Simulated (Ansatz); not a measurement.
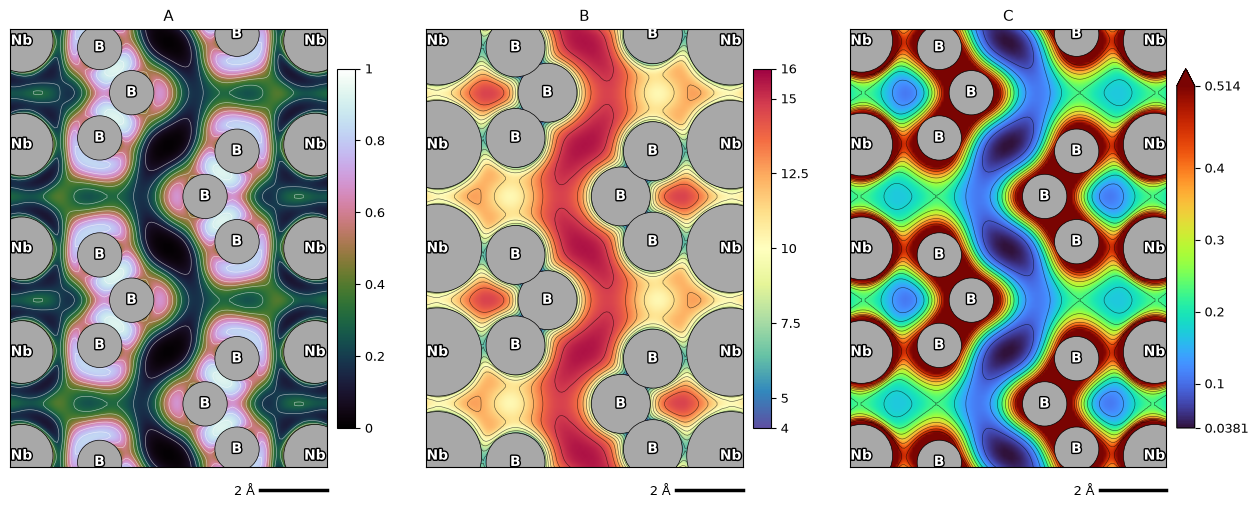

Nb2B5: 3 fields on the (011) plane of the conventional cell, with unlabelled colour scales. Grey discs cover the atomic cores.

Space group Fd-3m; a structure generated by program, which may or may not match a known phase.

Level of theory: DFT PBE, scalar-relativistic, plane waves, PAW (Ansatz 0.2.0).

### The panels show electron localisation function, electrostatic potential energy of an electron and valence pseudo-density in some order. Assign them.

Panel A: electron localisation function. Panel B: electrostatic potential energy of an electron (low next to the atoms, rising into the space between them). Panel C: valence pseudo-density. From the grid: Nb–B (2.35 Å): ρ at the midpoint is about 0.48 e/Å³; the ELF peaks at about 0.80 in the valence shell of B, 0.7 Å from its nucleus, and is about 0.30 at the midpoint.
